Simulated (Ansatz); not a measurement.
BF···H2O

```tsv
atom	x (Å)	y (Å)	z (Å)
B	-0.3580	-0.1880	-0.8748
O	0.9188	0.2650	1.3515
H	0.6229	-0.5524	1.8008
H	1.5005	-0.0753	0.6229
F	-1.4993	0.2693	-0.5688
```

Not at a stationary point (largest force 0.6 eV/Å).

These are results of RKS LDA/def2-mTZVP (Ansatz 0.2.0), not measurements.

Question: What can the converged electron density and electron localisation function tell about the bonding?

Answer: O–H (0.98 Å): the density is about 3.6 e/Å³ at the midpoint; the ELF climbs to about 1 towards the hydrogen, as it does in any bond to H (an ordinary covalent bond to hydrogen).

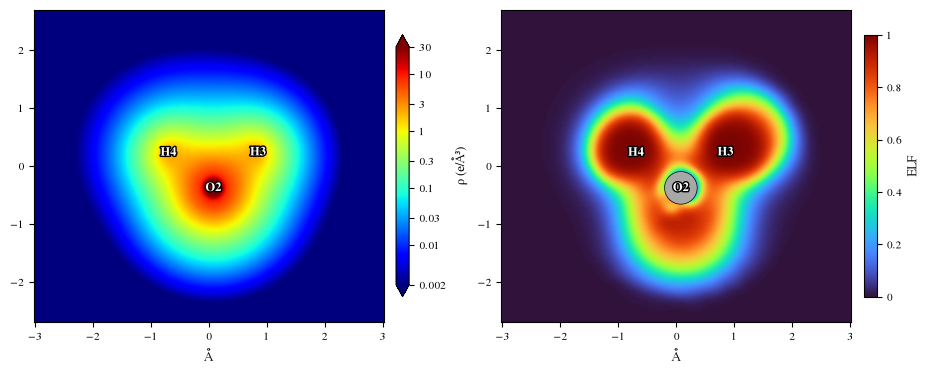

Computed electron density and electron localisation function on the plane of atoms H3, O2 and H4, in this order. Grey discs cover the atomic cores in the ELF map. 
